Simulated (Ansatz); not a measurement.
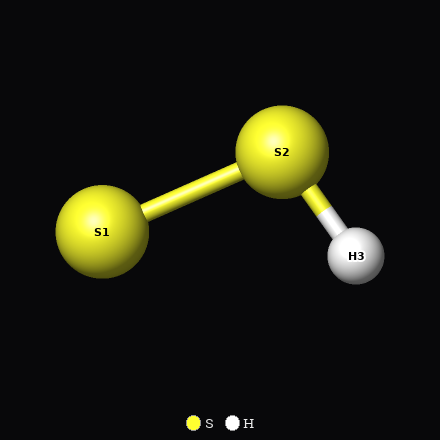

The system is HS₂, SMILES [S-]S, charge −1; the picture shows the reference structure. 
- The first coordinate is: bond length S1–S2; the second: bond length S2–H3.
- Nothing is relaxed (all other coordinates rigid).
- The scan uses an 11 × 11 grid.
- Energies are in eV, from the relaxed molecule at the same level.
- Method: RKS wB97X-V/def2-TZVPD in Ansatz 0.2.0.

Its coordinates:

| atom | x (Å) | y (Å) | z (Å) |
| --- | --- | --- | --- |
| S | 1.0938 | 0.8333 | 0.6926 |
| S | -0.0149 | -0.7378 | -0.0879 |
| H | -1.0789 | -0.0955 | -0.6048 |

Range: bond length S1–S2 from 1.826 to 2.594 Å; bond length S2–H3 from 1.185 to 1.683 Å.

**What will the energy surface look like?**

The lowest grid point is at bond length S1–S2 = 2.057 Å, bond length S2–H3 = 1.334 Å, 0.0048 eV from the relaxed molecule at the same level. No other kind of well shows on this grid. The highest grid point, bond length S1–S2 = 2.594 Å, bond length S2–H3 = 1.683 Å, lies 1.96 eV above the lowest. Round the minimum the two coordinates are nearly uncoupled.

| bond length S2–H3 ↓, bond length S1–S2 → | 1.826 | 1.903 | 1.980 | 2.057 | 2.133 | 2.210 | 2.287 | 2.364 | 2.441 | 2.517 | 2.594 |
| --- | --- | --- | --- | --- | --- | --- | --- | --- | --- | --- | --- |
| 1.683 | 1.39 | 1.02 | 0.85 | 0.81 | 0.87 | 0.99 | 1.15 | 1.34 | 1.54 | 1.76 | 1.97 |
| 1.633 | 1.25 | 0.87 | 0.68 | 0.64 | 0.68 | 0.80 | 0.96 | 1.15 | 1.35 | 1.56 | 1.77 |
| 1.583 | 1.11 | 0.72 | 0.53 | 0.47 | 0.51 | 0.62 | 0.78 | 0.96 | 1.16 | 1.37 | 1.58 |
| 1.533 | 0.99 | 0.58 | 0.38 | 0.32 | 0.36 | 0.46 | 0.61 | 0.79 | 0.99 | 1.20 | 1.41 |
| 1.483 | 0.88 | 0.47 | 0.26 | 0.19 | 0.22 | 0.32 | 0.47 | 0.65 | 0.85 | 1.05 | 1.26 |
| 1.434 | 0.80 | 0.38 | 0.16 | 0.08 | 0.11 | 0.21 | 0.36 | 0.54 | 0.73 | 0.94 | 1.15 |
| 1.384 | 0.75 | 0.32 | 0.10 | 0.02 | 0.04 | 0.14 | 0.28 | 0.46 | 0.66 | 0.86 | 1.07 |
| 1.334 | 0.75 | 0.32 | 0.09 | 0.00 | 0.03 | 0.12 | 0.26 | 0.44 | 0.63 | 0.84 | 1.05 |
| 1.284 | 0.82 | 0.38 | 0.14 | 0.06 | 0.08 | 0.17 | 0.31 | 0.49 | 0.68 | 0.89 | 1.09 |
| 1.234 | 0.97 | 0.53 | 0.29 | 0.20 | 0.22 | 0.31 | 0.45 | 0.62 | 0.82 | 1.02 | 1.23 |
| 1.185 | 1.23 | 0.78 | 0.54 | 0.45 | 0.46 | 0.55 | 0.70 | 0.87 | 1.07 | 1.27 | 1.48 |

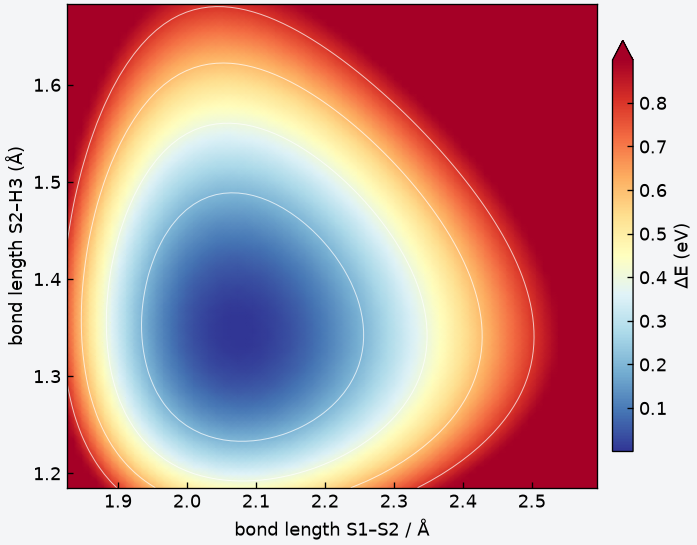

Drawn: a smooth colour map with a few white contour lines, one colour for all values above the top of the scale. Between grid points the surface is interpolated.

Time for the 121 points that were run: 11 min on 1 thread of Arm Neoverse V2 (shared host).
